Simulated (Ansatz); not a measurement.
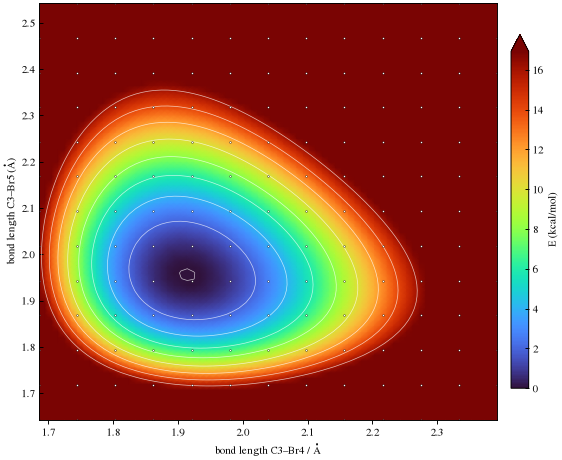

C₂H₂Br₂S, SMILES S=CC(Br)Br. 
- First axis: bond length C3–Br4. Second axis: bond length C3–Br5.
- Nothing is relaxed (all other coordinates rigid).
- Grid: 13 × 13 points.
- Energies: kcal/mol, counted from the lowest grid point.
- The calculation used Ansatz, RKS PBE0-D4/def2-SVP.

The picture shows a smooth colour map with a few white contour lines, dots at the grid points, one colour for all values above the top of the scale. Between grid points the surface is interpolated.

Estimate the position of the minimum and the force constants in these coordinates.

Answer. The interpolated minimum is at bond length C3–Br4 ≈ 1.914 Å, bond length C3–Br5 ≈ 1.956 Å. The curvatures there are about 19 eV/Å² and 16 eV/Å², with a cross term of about 2.2 eV/Å². Round the minimum the two coordinates are weakly coupled (coupling 0.12 in units of the two stiffnesses). (1 eV is 23.1 kcal/mol.)
